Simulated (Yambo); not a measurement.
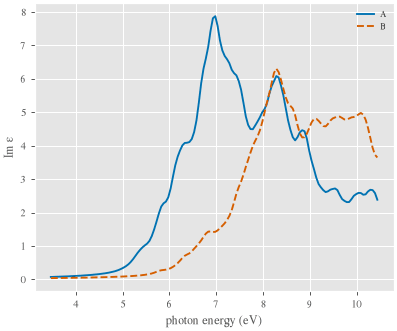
Fig. 1. Two computed absorption spectra of Y₂CN₂O₂ (space group P-3m1, No. 164) (Yambo, PBEsol bands with the same scissor, field along x)

Axes are Cartesian, with cell vectors (Å) (3.70, 0.00, 0.00), (-1.85, 3.20, 0.00), (0.00, 0.00, 8.17).

Q: Which curve includes the electron-hole attraction (BSE)?

A: Curve A: the attraction moves weight to lower energy (centre of the plotted range 7.8 eV against 8.7 eV). Settings: 6×6×2 mesh, 11 valence and 11 conduction bands, static screening with 58 bands and a 3 Ry block, scissor 1.27 eV, Tamm-Dancoff. The scissor comes from a G0W0 run whose convergence isn't established. Broadening 0.15 eV. The band window holds all transitions up to 10.7 eV. On this mesh the peak heights and the fine structure are mesh artefacts; only the shift of weight is robust.

Geometry of the Materials Project entry, not relaxed at this level; primitive cell a = b = 3.6990 Å, c = 8.1689 Å, α = β = 90.00°, γ = 120.00°.

The structure is a Materials Project entry; no match was found in the copy of COD used, and its stability was not checked.
